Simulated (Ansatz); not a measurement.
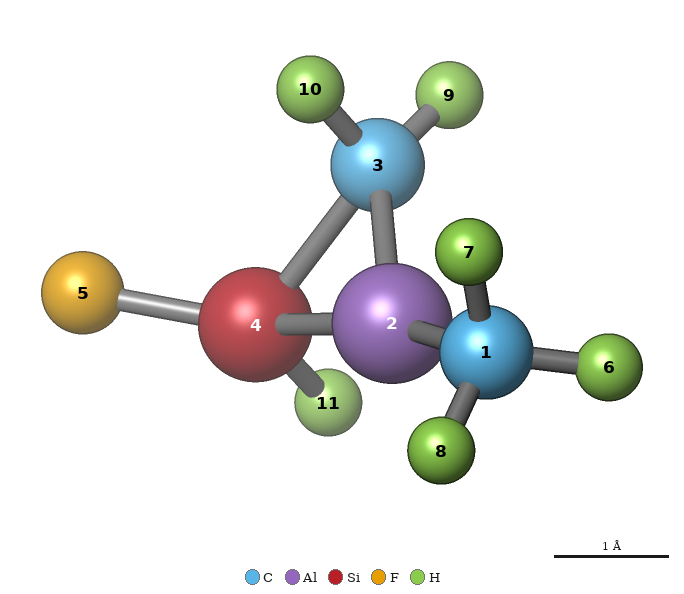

Orthographic view. Distant atoms are faded towards the background colour. Computed geometry: PBE0-D4/def2-TZVP optimisation. No frequency run is at hand to confirm it as a minimum.

Give the geometry as a Z-matrix, atoms in numerical order, with these reference atoms: 2 to 1; 3 to 2, 1; 4 to 3, 2, 1; 5 to 4, 3, 2; 6 to 1, 2, 3; 7 to 1, 6, 2; 8 to 1, 6, 7; 9 to 3, 4, 5; 10 to 3, 9, 4; 11 to 4, 5, 3.

```
C  
Al   1   1.945
C    2   1.974   1   138.6
Si   3   1.870   2    74.3   1  -176.9
F    4   1.609   3   119.9   2   127.6
H    1   1.095   2   110.3   3   -72.9
H    1   1.095   6   107.1   2  -119.8
H    1   1.092   6   108.3   7  -116.7
H    3   1.089   4   125.2   5   -90.7
H    3   1.110   9   108.4   4  -131.7
H    4   1.488   5   106.4   3  -125.8
```
